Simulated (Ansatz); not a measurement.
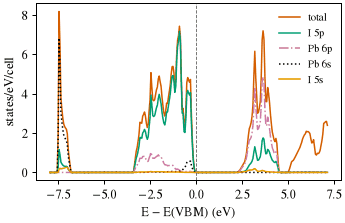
Fig. 1. Total and projected density of states of PbI2 (CdI2 type, P-3m1), the program Ansatz at the PBE+D3(BJ) level (PAW)

Problem. Which orbitals carry the states next to the gap?

Solution. Top 1 eV of the valence band: I 5p 91 %, Pb 6s 6 %. Bottom 1 eV of the conduction band: Pb 6p 72 %, I 5p 18 %. Projections are on Löwdin-orthogonalised atomic valence shells; empty p or d shells of many metals are not among them.

Problem. Where is the tallest occupied peak in this window, and what makes it?

Solution. Near -7.4 eV, about 8.2 states/eV per cell; the largest projected share is Pb 6s.

The PBE+D3(BJ) relaxation kept the symmetry of its start; of distortions, only those at the zone centre were tested. Scalar-relativistic: spin–orbit coupling is off unless named, which matters more the heavier the elements.

Potentials: the later of the program's two PAW sets.
